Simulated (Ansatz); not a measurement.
# [B2H4]− (SMILES B[BH2-]): U-wB97X/STO-3G

Aim: the vertical doublet–quartet gap of [B2H4]− at U-wB97X/STO-3G, from 2 runs. 

The calculation is run with Ansatz 0.2.0.

2 further runs of the same task are left out: 2 set aside as unsound or not needed.

## (1) The structure to begin with

[B2H4]−: 6 atoms, total charge -1, spin state doublet. SMILES: `B[BH2-]`. Geometry: relaxed at GFN2-xTB.

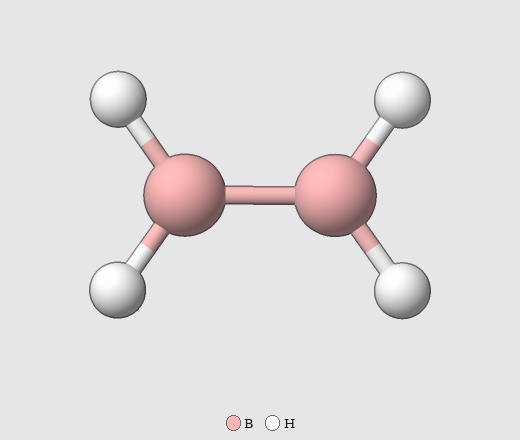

The structure, seen from a chosen angle (boron pink, hydrogen white).

## (2) A single-point energy at U-wB97X/STO-3G

File molecule.yaml:

```yaml
crystal:
  periodic: [false, false, false]
  atoms:
    - symbol: B
      position_ang: [-0.171550, -0.771400, -0.025300]
    - symbol: B
      position_ang: [0.169320, 0.773700, 0.027330]
    - symbol: H
      position_ang: [-0.580440, -1.438850, 0.921010]
    - symbol: H
      position_ang: [-0.069910, -1.485390, -1.020680]
    - symbol: H
      position_ang: [0.575700, 1.435470, -0.925390]
    - symbol: H
      position_ang: [0.076890, 1.486470, 1.023030]
basis:
  gaussian: {orbitals: STO-3G}
total_charge: -1
magnetization: {spin_polarized: true, initial_magnetization: 1}
hamiltonian: {xc: {name: wB97X}}
accuracy: high
```

On the command line:

```sh
$ ansatz run molecule.yaml --threads 1 --pin off --max-ram 2610MiB --events-out events.jsonl --progress --plain --runs-dir runs
```

What it wrote:

```text
Warning: RAYON_NUM_THREADS=1 ignored (pool sized by the plan → 1); use --threads N
Functional definition: wB97X
  name "wB97X"
  parameter omega = 0.3/bohr
  parameter cx = 0.157706
  parameter cx1 = 0.726479
  parameter cx2 = 1.04760
  parameter cx3 = -5.70635
  parameter cx4 = 13.2794
  parameter css1 = -4.33879
  parameter css2 = 18.2308
  parameter css3 = -31.7430
  parameter css4 = 17.2901
  parameter cos1 = 2.37031
  parameter cos2 = -11.3995
  parameter cos3 = 6.58405
  parameter cos4 = -3.78132
  exchange = spin_sum(e_x_unif_sr(omega)*poly(b97_u_x, 1 - cx, cx1, cx2, cx3, cx4)) + cx*exact_x_sr(omega)
      + exact_x_lr(omega)
  correlation = spin_sum(e_c_pw_same_spin*poly(b97_u_same, 1, css1, css2, css3, css4))
      + integral(e_c_pw_opposite_spin*poly(b97_u_opposite, 1, cos1, cos2, cos3, cos4))
229 factors; integrals over basis functions are off by at most 1.0e-8 eV
142 factors; integrals over basis functions are off by at most 1.0e-9 eV
mean field evaluation 1: about -1395.0924 eV, gradient 8.7e0 eV
mean field evaluation 2: about -1395.7817 eV, gradient 2.1e0 eV
mean field evaluation 4: about -1395.8219 eV, gradient 7.5e-2 eV
mean field evaluation 8: about -1395.7565 eV, gradient 1.6e-3 eV
mean field evaluation 16: about -1395.7565 eV, gradient 3.1e-7 eV
mean field -1395.75650026 eV, -51.2931053069 hartree, gradient 2.6e-8 eV, S^2 0.751853; 0 other end points of the search recorded, 0 dependent functions left out
reference -1395.75649863 eV, -51.2931052470 hartree; 8, 7 occupied and 6, 7 virtual orbitals, 229 factors
Total energy: -1395.75649863 eV, -51.2931052470 hartree
```

Wall time 6 s (1 thread of Arm Neoverse V2, shared host); peak memory 0.35 GiB.

## (3) The quartet, same level

File input.yaml:

```yaml
basis:
  gaussian: {orbitals: STO-3G}
crystal:
  periodic: [false, false, false]
  atoms:
    - {symbol: B, position_ang: [-0.171550, -0.771400, -0.025300]}
    - {symbol: B, position_ang: [0.169320, 0.773700, 0.027330]}
    - {symbol: H, position_ang: [-0.580440, -1.438850, 0.921010]}
    - {symbol: H, position_ang: [-0.069910, -1.485390, -1.020680]}
    - {symbol: H, position_ang: [0.575700, 1.435470, -0.925390]}
    - {symbol: H, position_ang: [0.076890, 1.486470, 1.023030]}
total_charge: -1
magnetization: {spin_polarized: true, initial_magnetization: 3}
hamiltonian: {xc: {name: wB97X}}
accuracy: high
```

On the command line:

```sh
$ ansatz run input.yaml --threads 1 --pin off --max-ram 2610MiB --events-out events.jsonl --progress --plain --runs-dir runs
```

What it wrote, shortened:

```text
Warning: RAYON_NUM_THREADS=1 ignored (pool sized by the plan → 1); use --threads N
[... 2 set-up lines as earlier in the session ...]
[...]
      + exact_x_lr(omega)
[...]
      + integral(e_c_pw_opposite_spin*poly(b97_u_opposite, 1, cos1, cos2, cos3, cos4))
230 factors; integrals over basis functions are off by at most 1.0e-8 eV
143 factors; integrals over basis functions are off by at most 9.8e-10 eV
[...]
mean field -1388.33950987 eV, -51.0205359374 hartree, gradient 3.1e-8 eV, S^2 3.756935; 0 other end points of the search recorded, 0 dependent functions left out
reference -1388.33950830 eV, -51.0205358797 hartree; 9, 6 occupied and 5, 8 virtual orbitals, 230 factors
Total energy: -1388.33950830 eV, -51.0205358797 hartree
```

It took 6.9 s on 1 thread of Arm Neoverse V2, shared host; peak memory 0.35 GiB.

## (4) Outcome

Level: U-wB97X/STO-3G.

```
                                        quantity         value
                           doublet: total energy  -51.29311 Eh
                                   doublet: ⟨S²⟩         0.752
                           quartet: total energy  -51.02054 Eh
                                   quartet: ⟨S²⟩         3.757
vertical energy of the quartet above the doublet      7.417 eV
```

In words: At this shape the quartet lies 7.42 eV (171 kcal/mol) above the doublet. For an anion a state so high probably lies above electron detachment. In a minimal basis such a difference can be off by several eV, whatever the method.
